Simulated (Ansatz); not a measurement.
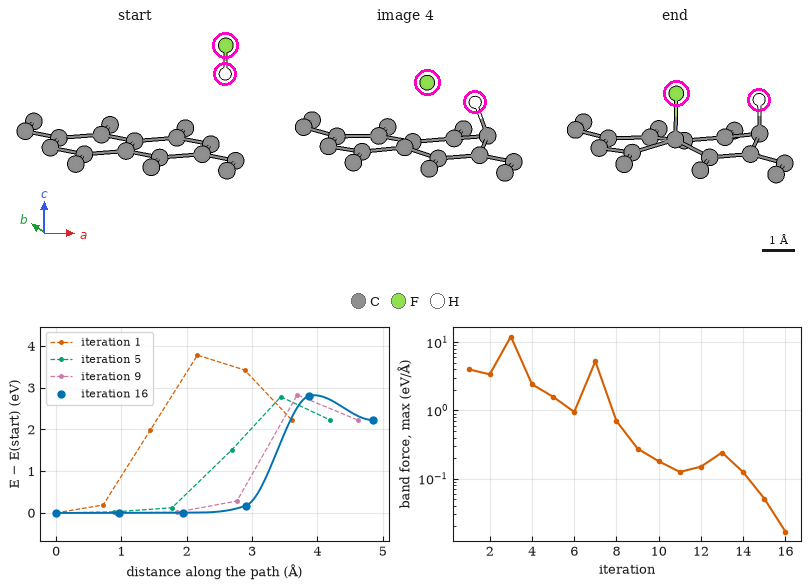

A search for the minimum-energy path of HF on graphene monolayer (20 atoms in the cell) by the nudged elastic band. Images are numbered from 0 (start) to 5 (end). The plot follows the band through its iterations. Style: ball-and-stick. Shown: the simulation cell, with the vacuum cut short (origin moved), slightly off an axis. The atoms that move most are ringed. Bonds to atoms that aren't drawn are left out.

Computed with DFT PBE, scalar-relativistic, plane waves, PAW (Ansatz). Run with plane-wave cutoff 420 eV; k-point mesh 2 × 2 × 1; Gaussian smearing 0.02 eV; 4 movable images; no climbing image; force threshold 0.05 eV/Å; iteration limit 50.

Question: Judge this run.

Answer: The run is converged, with reservations. The band converged in 16 iterations. The largest component of the band force went from 4 to 0.017 eV/Å. No image climbed, so the highest image needn't lie on the saddle point, and the true maximum along this path can be higher. The first iteration put the highest image at 3.78 eV. The energy climbs by 2.81 eV to image 4 and then falls by 0.58 eV, so the end point sits at +2.23 eV.

Limits of the set-up: the periodic images lie only 7.4 Å apart, so the values are limited by the cell's size.
